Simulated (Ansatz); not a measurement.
BH₂: molecular dynamics (part 1 of 3)

BH₂, multiplicity 2, computed with UKS B3LYP-D4/def2-SVP (Ansatz 0.2.0).

It belongs to a series of runs on one base structure; here: dynamics from the start. Figures and captions count atoms from 1; the log counts them from 0 in places.

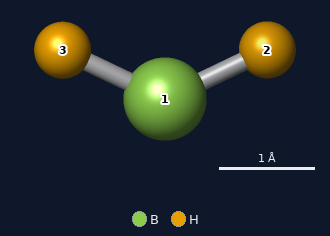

**Figure 1.** The starting structure (ball-and-stick view, seen on its broad side; atoms are numbered from 1 in the order of the input). Bond lengths as drawn: B–H 1.20 Å.

**Key numbers**

```json
{"quantity": "outcome", "value": "finished"}
{"quantity": "mean temperature over the second half", "value": "199 K"}
{"quantity": "trajectory", "value": "100 steps, 50 fs"}
{"quantity": "ensemble", "value": "nve"}
{"quantity": "temperature in the input", "value": "400.0 K"}
{"quantity": "time step", "value": "0.5 fs"}
{"quantity": "potential energy (last step)", "value": "−705.1622 eV"}
{"quantity": "mean-field energy (last step)", "value": "−705.1438 eV"}
{"quantity": "⟨S²⟩ (last step)", "value": "0.751"}
{"quantity": "largest force (length of the vector) (last step)", "value": "1.100 eV/Å"}
{"quantity": "hardware", "value": "1 thread of Arm Neoverse V1, 24 GiB of memory available, shared host"}
{"quantity": "wall time", "value": "35 s"}
{"quantity": "peak memory", "value": "0.15 GiB"}
```

So short a trajectory is not equilibrated.

**The input**
```yaml
crystal:
  periodic: [false, false, false]
  atoms:
    - { symbol: B, position_ang: [0.268621, -0.169904, 0.131467] }
    - { symbol: H, position_ang: [0.294012, 1.024186, 0.272916] }
    - { symbol: H, position_ang: [-0.562633, -0.854282, -0.404393] }
magnetization:
  spin_polarized: true
  initial_magnetization: 1
basis:
  gaussian: { orbitals: def2-SVP }
hamiltonian:
  xc: b3lyp
  dispersion: d4
md:
  timestep: 0.5
  n_steps: 100
  ensemble: nve
  temperature: 400.0
  initial_velocities: maxwell_boltzmann
  seed: 738578
```

Launched with:
```bash
ansatz run input.yaml --threads 1 --pin off --max-ram 2048MiB --backend cpu --events-out ev --progress --plain --runs-dir out
```

**What the program printed**
```
Engine: ansatz 0.2.0, aarch64-unknown-linux-gnu
Functional definition: B3LYP
  parameter a0 = 0.2
  parameter ax = 0.72
  parameter ac = 0.81
  exchange = (1 - a0 - ax)*slater_x + ax*b88_x + a0*exact_x
  correlation = (1 - ac)*vwn_rpa_c + ac*lyp_c
271 factors; integrals over basis functions are off by at most 4.4e-4 eV
mean field evaluation 1: about -704.8207 eV, gradient 6.2e0 eV
mean field evaluation 2: about -705.1138 eV, gradient 2.6e0 eV
mean field evaluation 4: about -705.1721 eV, gradient 9.0e-2 eV
mean field evaluation 8: about -705.1704 eV, gradient 6.0e-4 eV
mean field evaluation 16: about -705.1704 eV, gradient 8.4e-6 eV
mean field -705.17035994 eV, -25.9145327463 hartree, gradient 8.4e-6 eV, S^2 0.751089; 1 other end points of the search recorded, 0 dependent functions left out
the calculation of the forces begins
reference -705.17052961 eV, -25.9145389813 hartree; 4, 3 occupied and 20, 21 virtual orbitals, 271 factors
md step     0: t =     0.00 fs  T =   400.0 K  F+E_penalty+E_count = -705.18878497 eV  E_kin = 0.051704 eV  conserved = -705.13708097 eV  (28 SCF iters)
these checks for a lower state are left out or cut short: starts, cluster_reference, orbital_swaps, neighbouring_geometries, increment
271 factors; integrals over basis functions are off by at most 4.6e-4 eV
mean field -705.16766727 eV, -25.9144337925 hartree, gradient 7.8e-6 eV, S^2 0.751077; 0 other end points of the search recorded, 0 dependent functions left out
the calculation of the forces begins
reference -705.16783733 eV, -25.9144400419 hartree; 4, 3 occupied and 20, 21 virtual orbitals, 271 factors
md step     1: t =     0.50 fs  T =   379.8 K  F+E_penalty+E_count = -705.18610844 eV  E_kin = 0.049096 eV  conserved = -705.13701236 eV  (23 SCF iters)
[... from here on the SCF iterations and repeated set-up lines of each step are left out, up to the last step ...]
md step     2: t =     1.00 fs  T =   324.7 K  F+E_penalty+E_count = -705.17886900 eV  E_kin = 0.041977 eV  conserved = -705.13689182 eV  (22 SCF iters)
md step     3: t =     1.50 fs  T =   248.5 K  F+E_penalty+E_count = -705.16886889 eV  E_kin = 0.032117 eV  conserved = -705.13675145 eV  (22 SCF iters)
md step     4: t =     2.00 fs  T =   167.5 K  F+E_penalty+E_count = -705.15826553 eV  E_kin = 0.021646 eV  conserved = -705.13661915 eV  (22 SCF iters)
md step     5: t =     2.50 fs  T =    97.6 K  F+E_penalty+E_count = -705.14912594 eV  E_kin = 0.012611 eV  conserved = -705.13651508 eV  (22 SCF iters)
md step     6: t =     3.00 fs  T =    51.4 K  F+E_penalty+E_count = -705.14309323 eV  E_kin = 0.006641 eV  conserved = -705.13645196 eV  (22 SCF iters)
md step     7: t =     3.50 fs  T =    36.6 K  F+E_penalty+E_count = -705.14117033 eV  E_kin = 0.004734 eV  conserved = -705.13643629 eV  (19 SCF iters)
md step     8: t =     4.00 fs  T =    55.2 K  F+E_penalty+E_count = -705.14360699 eV  E_kin = 0.007137 eV  conserved = -705.13646949 eV  (19 SCF iters)
md step     9: t =     4.50 fs  T =   103.1 K  F+E_penalty+E_count = -705.14987501 eV  E_kin = 0.013327 eV  conserved = -705.13654814 eV  (22 SCF iters)
md step    10: t =     5.00 fs  T =   170.7 K  F+E_penalty+E_count = -705.15872824 eV  E_kin = 0.022065 eV  conserved = -705.13666330 eV  (22 SCF iters)
md step    11: t =     5.50 fs  T =   244.1 K  F+E_penalty+E_count = -705.16835670 eV  E_kin = 0.031557 eV  conserved = -705.13679931 eV  (23 SCF iters)
md step    12: t =     6.00 fs  T =   307.3 K  F+E_penalty+E_count = -705.17665033 eV  E_kin = 0.039718 eV  conserved = -705.13693260 eV  (22 SCF iters)
md step    13: t =     6.50 fs  T =   344.6 K  F+E_penalty+E_count = -705.18158099 eV  E_kin = 0.044548 eV  conserved = -705.13703331 eV  (22 SCF iters)
md step    14: t =     7.00 fs  T =   345.1 K  F+E_penalty+E_count = -705.18167522 eV  E_kin = 0.044605 eV  conserved = -705.13707009 eV  (22 SCF iters)
md step    15: t =     7.50 fs  T =   305.4 K  F+E_penalty+E_count = -705.17649374 eV  E_kin = 0.039474 eV  conserved = -705.13702013 eV  (23 SCF iters)
md step    16: t =     8.00 fs  T =   232.7 K  F+E_penalty+E_count = -705.16696080 eV  E_kin = 0.030079 eV  conserved = -705.13688220 eV  (22 SCF iters)
md step    17: t =     8.50 fs  T =   144.4 K  F+E_penalty+E_count = -705.15534934 eV  E_kin = 0.018663 eV  conserved = -705.13668647 eV  (22 SCF iters)
md step    18: t =     9.00 fs  T =    64.2 K  F+E_penalty+E_count = -705.14478659 eV  E_kin = 0.008294 eV  conserved = -705.13649209 eV  (21 SCF iters)
md step    19: t =     9.50 fs  T =    15.2 K  F+E_penalty+E_count = -705.13833208 eV  E_kin = 0.001965 eV  conserved = -705.13636736 eV  (21 SCF iters)
md step    20: t =    10.00 fs  T =    12.2 K  F+E_penalty+E_count = -705.13793448 eV  E_kin = 0.001575 eV  conserved = -705.13635918 eV  (19 SCF iters)
md step    21: t =    10.50 fs  T =    56.1 K  F+E_penalty+E_count = -705.14372303 eV  E_kin = 0.007254 eV  conserved = -705.13646934 eV  (19 SCF iters)
md step    22: t =    11.00 fs  T =   134.0 K  F+E_penalty+E_count = -705.15397972 eV  E_kin = 0.017325 eV  conserved = -705.13665424 eV  (22 SCF iters)
md step    23: t =    11.50 fs  T =   224.0 K  F+E_penalty+E_count = -705.16579709 eV  E_kin = 0.028949 eV  conserved = -705.13684783 eV  (22 SCF iters)
md step    24: t =    12.00 fs  T =   302.4 K  F+E_penalty+E_count = -705.17608586 eV  E_kin = 0.039094 eV  conserved = -705.13699172 eV  (22 SCF iters)
md step    25: t =    12.50 fs  T =   351.5 K  F+E_penalty+E_count = -705.18248503 eV  E_kin = 0.045430 eV  conserved = -705.13705464 eV  (30 SCF iters)
md step    26: t =    13.00 fs  T =   362.4 K  F+E_penalty+E_count = -705.18387265 eV  E_kin = 0.046838 eV  conserved = -705.13703511 eV  (21 SCF iters)
md step    27: t =    13.50 fs  T =   336.3 K  F+E_penalty+E_count = -705.18042187 eV  E_kin = 0.043470 eV  conserved = -705.13695231 eV  (22 SCF iters)
md step    28: t =    14.00 fs  T =   282.3 K  F+E_penalty+E_count = -705.17332770 eV  E_kin = 0.036494 eV  conserved = -705.13683389 eV  (22 SCF iters)
md step    29: t =    14.50 fs  T =   214.1 K  F+E_penalty+E_count = -705.16438487 eV  E_kin = 0.027678 eV  conserved = -705.13670701 eV  (21 SCF iters)
md step    30: t =    15.00 fs  T =   146.7 K  F+E_penalty+E_count = -705.15555928 eV  E_kin = 0.018966 eV  conserved = -705.13659368 eV  (22 SCF iters)
md step    31: t =    15.50 fs  T =    93.8 K  F+E_penalty+E_count = -705.14863045 eV  E_kin = 0.012121 eV  conserved = -705.13650961 eV  (21 SCF iters)
md step    32: t =    16.00 fs  T =    65.5 K  F+E_penalty+E_count = -705.14492845 eV  E_kin = 0.008463 eV  conserved = -705.13646500 eV  (20 SCF iters)
md step    33: t =    16.50 fs  T =    67.3 K  F+E_penalty+E_count = -705.14516096 eV  E_kin = 0.008696 eV  conserved = -705.13646534 eV  (22 SCF iters)
md step    34: t =    17.00 fs  T =    99.1 K  F+E_penalty+E_count = -705.14932100 eV  E_kin = 0.012809 eV  conserved = -705.13651160 eV  (23 SCF iters)
md step    35: t =    17.50 fs  T =   155.3 K  F+E_penalty+E_count = -705.15667343 eV  E_kin = 0.020074 eV  conserved = -705.13659962 eV  (21 SCF iters)
md step    36: t =    18.00 fs  T =   225.2 K  F+E_penalty+E_count = -705.16583018 eV  E_kin = 0.029111 eV  conserved = -705.13671871 eV  (23 SCF iters)
md step    37: t =    18.50 fs  T =   294.6 K  F+E_penalty+E_count = -705.17493259 eV  E_kin = 0.038082 eV  conserved = -705.13685044 eV  (23 SCF iters)
md step    38: t =    19.00 fs  T =   348.0 K  F+E_penalty+E_count = -705.18195616 eV  E_kin = 0.044988 eV  conserved = -705.13696845 eV  (22 SCF iters)
md step    39: t =    19.50 fs  T =   372.0 K  F+E_penalty+E_count = -705.18513040 eV  E_kin = 0.048088 eV  conserved = -705.13704205 eV  (22 SCF iters)
md step    40: t =    20.00 fs  T =   358.8 K  F+E_penalty+E_count = -705.18341605 eV  E_kin = 0.046372 eV  conserved = -705.13704368 eV  (24 SCF iters)
md step    41: t =    20.50 fs  T =   309.1 K  F+E_penalty+E_count = -705.17691630 eV  E_kin = 0.039955 eV  conserved = -705.13696084 eV  (22 SCF iters)
md step    42: t =    21.00 fs  T =   233.9 K  F+E_penalty+E_count = -705.16704393 eV  E_kin = 0.030237 eV  conserved = -705.13680712 eV  (23 SCF iters)
md step    43: t =    21.50 fs  T =   152.1 K  F+E_penalty+E_count = -705.15628214 eV  E_kin = 0.019657 eV  conserved = -705.13662560 eV  (23 SCF iters)
md step    44: t =    22.00 fs  T =    85.3 K  F+E_penalty+E_count = -705.14750526 eV  E_kin = 0.011028 eV  conserved = -705.13647676 eV  (21 SCF iters)
md step    45: t =    22.50 fs  T =    51.3 K  F+E_penalty+E_count = -705.14304971 eV  E_kin = 0.006636 eV  conserved = -705.13641333 eV  (22 SCF iters)
md step    46: t =    23.00 fs  T =    57.7 K  F+E_penalty+E_count = -705.14391369 eV  E_kin = 0.007459 eV  conserved = -705.13645498 eV  (22 SCF iters)
md step    47: t =    23.50 fs  T =    99.6 K  F+E_penalty+E_count = -705.14945802 eV  E_kin = 0.012878 eV  conserved = -705.13657960 eV  (21 SCF iters)
md step    48: t =    24.00 fs  T =   162.5 K  F+E_penalty+E_count = -705.15773545 eV  E_kin = 0.020998 eV  conserved = -705.13673705 eV  (21 SCF iters)
md step    49: t =    24.50 fs  T =   227.3 K  F+E_penalty+E_count = -705.16624957 eV  E_kin = 0.029375 eV  conserved = -705.13687472 eV  (22 SCF iters)
md step    50: t =    25.00 fs  T =   277.0 K  F+E_penalty+E_count = -705.17276668 eV  E_kin = 0.035809 eV  conserved = -705.13695809 eV  (22 SCF iters)
md step    51: t =    25.50 fs  T =   300.9 K  F+E_penalty+E_count = -705.17586810 eV  E_kin = 0.038891 eV  conserved = -705.13697705 eV  (22 SCF iters)
md step    52: t =    26.00 fs  T =   295.5 K  F+E_penalty+E_count = -705.17513522 eV  E_kin = 0.038195 eV  conserved = -705.13694042 eV  (22 SCF iters)
md step    53: t =    26.50 fs  T =   264.4 K  F+E_penalty+E_count = -705.17103877 eV  E_kin = 0.034173 eV  conserved = -705.13686593 eV  (30 SCF iters)
md step    54: t =    27.00 fs  T =   215.9 K  F+E_penalty+E_count = -705.16467470 eV  E_kin = 0.027902 eV  conserved = -705.13677280 eV  (22 SCF iters)
md step    55: t =    27.50 fs  T =   160.8 K  F+E_penalty+E_count = -705.15746373 eV  E_kin = 0.020786 eV  conserved = -705.13667794 eV  (21 SCF iters)
md step    56: t =    28.00 fs  T =   110.5 K  F+E_penalty+E_count = -705.15087719 eV  E_kin = 0.014282 eV  conserved = -705.13659539 eV  (21 SCF iters)
md step    57: t =    28.50 fs  T =    74.8 K  F+E_penalty+E_count = -705.14620641 eV  E_kin = 0.009670 eV  conserved = -705.13653628 eV  (22 SCF iters)
md step    58: t =    29.00 fs  T =    60.9 K  F+E_penalty+E_count = -705.14437765 eV  E_kin = 0.007869 eV  conserved = -705.13650907 eV  (22 SCF iters)
md step    59: t =    29.50 fs  T =    71.9 K  F+E_penalty+E_count = -705.14581310 eV  E_kin = 0.009294 eV  conserved = -705.13651898 eV  (22 SCF iters)
md step    60: t =    30.00 fs  T =   106.6 K  F+E_penalty+E_count = -705.15034872 eV  E_kin = 0.013782 eV  conserved = -705.13656680 eV  (22 SCF iters)
md step    61: t =    30.50 fs  T =   159.2 K  F+E_penalty+E_count = -705.15722718 eV  E_kin = 0.020580 eV  conserved = -705.13664747 eV  (22 SCF iters)
md step    62: t =    31.00 fs  T =   220.0 K  F+E_penalty+E_count = -705.16518663 eV  E_kin = 0.028438 eV  conserved = -705.13674873 eV  (23 SCF iters)
md step    63: t =    31.50 fs  T =   277.0 K  F+E_penalty+E_count = -705.17266131 eV  E_kin = 0.035810 eV  conserved = -705.13685149 eV  (23 SCF iters)
md step    64: t =    32.00 fs  T =   318.4 K  F+E_penalty+E_count = -705.17808819 eV  E_kin = 0.041156 eV  conserved = -705.13693187 eV  (22 SCF iters)
md step    65: t =    32.50 fs  T =   335.1 K  F+E_penalty+E_count = -705.18028002 eV  E_kin = 0.043313 eV  conserved = -705.13696671 eV  (23 SCF iters)
md step    66: t =    33.00 fs  T =   323.7 K  F+E_penalty+E_count = -705.17877714 eV  E_kin = 0.041835 eV  conserved = -705.13694174 eV  (22 SCF iters)
md step    67: t =    33.50 fs  T =   287.7 K  F+E_penalty+E_count = -705.17405341 eV  E_kin = 0.037194 eV  conserved = -705.13685977 eV  (22 SCF iters)
md step    68: t =    34.00 fs  T =   237.6 K  F+E_penalty+E_count = -705.16745665 eV  E_kin = 0.030713 eV  conserved = -705.13674374 eV  (22 SCF iters)
md step    69: t =    34.50 fs  T =   187.3 K  F+E_penalty+E_count = -705.16084303 eV  E_kin = 0.024212 eV  conserved = -705.13663098 eV  (22 SCF iters)
md step    70: t =    35.00 fs  T =   150.4 K  F+E_penalty+E_count = -705.15600126 eV  E_kin = 0.019443 eV  conserved = -705.13655824 eV  (21 SCF iters)
md step    71: t =    35.50 fs  T =   135.7 K  F+E_penalty+E_count = -705.15409068 eV  E_kin = 0.017545 eV  conserved = -705.13654556 eV  (22 SCF iters)
md step    72: t =    36.00 fs  T =   145.0 K  F+E_penalty+E_count = -705.15533204 eV  E_kin = 0.018743 eV  conserved = -705.13658887 eV  (22 SCF iters)
md step    73: t =    36.50 fs  T =   173.3 K  F+E_penalty+E_count = -705.15906093 eV  E_kin = 0.022395 eV  conserved = -705.13666575 eV  (22 SCF iters)
md step    74: t =    37.00 fs  T =   211.3 K  F+E_penalty+E_count = -705.16406145 eV  E_kin = 0.027312 eV  conserved = -705.13674913 eV  (22 SCF iters)
md step    75: t =    37.50 fs  T =   248.8 K  F+E_penalty+E_count = -705.16898196 eV  E_kin = 0.032163 eV  conserved = -705.13681862 eV  (22 SCF iters)
md step    76: t =    38.00 fs  T =   276.9 K  F+E_penalty+E_count = -705.17266124 eV  E_kin = 0.035797 eV  conserved = -705.13686396 eV  (22 SCF iters)
md step    77: t =    38.50 fs  T =   289.5 K  F+E_penalty+E_count = -705.17430680 eV  E_kin = 0.037425 eV  conserved = -705.13688200 eV  (22 SCF iters)
md step    78: t =    39.00 fs  T =   283.8 K  F+E_penalty+E_count = -705.17356008 eV  E_kin = 0.036687 eV  conserved = -705.13687286 eV  (22 SCF iters)
md step    79: t =    39.50 fs  T =   260.4 K  F+E_penalty+E_count = -705.17050293 eV  E_kin = 0.033664 eV  conserved = -705.13683846 eV  (23 SCF iters)
md step    80: t =    40.00 fs  T =   223.2 K  F+E_penalty+E_count = -705.16562807 eV  E_kin = 0.028845 eV  conserved = -705.13678328 eV  (22 SCF iters)
md step    81: t =    40.50 fs  T =   178.3 K  F+E_penalty+E_count = -705.15976532 eV  E_kin = 0.023050 eV  conserved = -705.13671555 eV  (29 SCF iters)
md step    82: t =    41.00 fs  T =   133.9 K  F+E_penalty+E_count = -705.15395048 eV  E_kin = 0.017304 eV  conserved = -705.13664651 eV  (22 SCF iters)
md step    83: t =    41.50 fs  T =    97.9 K  F+E_penalty+E_count = -705.14924539 eV  E_kin = 0.012656 eV  conserved = -705.13658899 eV  (22 SCF iters)
md step    84: t =    42.00 fs  T =    77.2 K  F+E_penalty+E_count = -705.14653617 eV  E_kin = 0.009982 eV  conserved = -705.13655454 eV  (21 SCF iters)
md step    85: t =    42.50 fs  T =    75.8 K  F+E_penalty+E_count = -705.14635143 eV  E_kin = 0.009800 eV  conserved = -705.13655107 eV  (22 SCF iters)
md step    86: t =    43.00 fs  T =    94.1 K  F+E_penalty+E_count = -705.14873867 eV  E_kin = 0.012158 eV  conserved = -705.13658091 eV  (22 SCF iters)
md step    87: t =    43.50 fs  T =   128.3 K  F+E_penalty+E_count = -705.15323011 eV  E_kin = 0.016590 eV  conserved = -705.13663990 eV  (22 SCF iters)
md step    88: t =    44.00 fs  T =   171.7 K  F+E_penalty+E_count = -705.15891374 eV  E_kin = 0.022197 eV  conserved = -705.13671681 eV  (22 SCF iters)
md step    89: t =    44.50 fs  T =   215.2 K  F+E_penalty+E_count = -705.16461131 eV  E_kin = 0.027816 eV  conserved = -705.13679527 eV  (22 SCF iters)
md step    90: t =    45.00 fs  T =   249.7 K  F+E_penalty+E_count = -705.16913712 eV  E_kin = 0.032281 eV  conserved = -705.13685661 eV  (22 SCF iters)
md step    91: t =    45.50 fs  T =   268.5 K  F+E_penalty+E_count = -705.17158653 eV  E_kin = 0.034701 eV  conserved = -705.13688506 eV  (23 SCF iters)
md step    92: t =    46.00 fs  T =   268.5 K  F+E_penalty+E_count = -705.17157490 eV  E_kin = 0.034701 eV  conserved = -705.13687344 eV  (23 SCF iters)
md step    93: t =    46.50 fs  T =   251.6 K  F+E_penalty+E_count = -705.16934225 eV  E_kin = 0.032516 eV  conserved = -705.13682666 eV  (23 SCF iters)
md step    94: t =    47.00 fs  T =   223.7 K  F+E_penalty+E_count = -705.16567231 eV  E_kin = 0.028912 eV  conserved = -705.13676062 eV  (22 SCF iters)
md step    95: t =    47.50 fs  T =   193.0 K  F+E_penalty+E_count = -705.16164538 eV  E_kin = 0.024950 eV  conserved = -705.13669579 eV  (22 SCF iters)
md step    96: t =    48.00 fs  T =   167.7 K  F+E_penalty+E_count = -705.15832272 eV  E_kin = 0.021674 eV  conserved = -705.13664848 eV  (22 SCF iters)
md step    97: t =    48.50 fs  T =   153.7 K  F+E_penalty+E_count = -705.15649125 eV  E_kin = 0.019866 eV  conserved = -705.13662551 eV  (22 SCF iters)
md step    98: t =    49.00 fs  T =   154.1 K  F+E_penalty+E_count = -705.15654751 eV  E_kin = 0.019922 eV  conserved = -705.13662562 eV  (22 SCF iters)
md step    99: t =    49.50 fs  T =   169.1 K  F+E_penalty+E_count = -705.15850425 eV  E_kin = 0.021859 eV  conserved = -705.13664518 eV  (22 SCF iters)
these checks for a lower state are left out or cut short: starts, cluster_reference, orbital_swaps, neighbouring_geometries, increment
271 factors; integrals over basis functions are off by at most 4.1e-4 eV
mean field -705.14363901 eV, -25.9135507703 hartree, gradient 1.5e-5 eV, S^2 0.751073; 0 other end points of the search recorded, 0 dependent functions left out
the calculation of the forces begins
reference -705.14380942 eV, -25.9135570326 hartree; 4, 3 occupied and 20, 21 virtual orbitals, 271 factors
271 factors; integrals over basis functions are off by at most 4.1e-4 eV
mean field evaluation 768: about -705.1436 eV, gradient 8.7e-2 eV
mean field -705.14363901 eV, -25.9135507703 hartree, gradient 1.5e-5 eV, S^2 0.751073; 2 other end points of the search recorded, 0 dependent functions left out
the calculation of the forces begins
reference -705.14380942 eV, -25.9135570326 hartree; 4, 3 occupied and 20, 21 virtual orbitals, 271 factors
md step   100: t =    50.00 fs  T =   196.2 K  F+E_penalty+E_count = -705.16204052 eV  E_kin = 0.025358 eV  conserved = -705.13668207 eV  (29 SCF iters)
```
